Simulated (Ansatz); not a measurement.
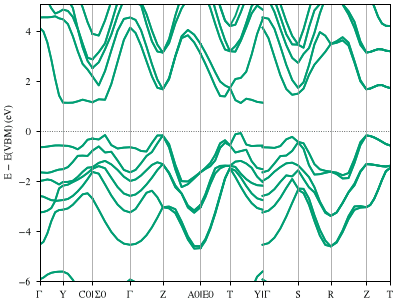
Figure: Band structure from r²SCAN+D4 with spin–orbit coupling (plane waves, PAW; program Ansatz)

Task: Read off the gap and where the band edges lie.

Result: About 1.1 eV (1.10 eV by a search for the band edges); maximum on the T–Y line, 26 % of the way from T, minimum on the T–Y line, 28 % of the way from T.

The material is PbS in space group Cmcm (No. 63; Pb on 4c, S on 4c).

The first step of the workflow began from a Materials Project structure, measured or hypothetical; the Crystallography Open Database copy checked does not list it. It is not the phase usual at ambient conditions (space group No. 225). Symmetry was held in the r²SCAN+D4 relaxation; its stability against distortions is not shown here.

Potentials: the later of the program's two PAW sets.
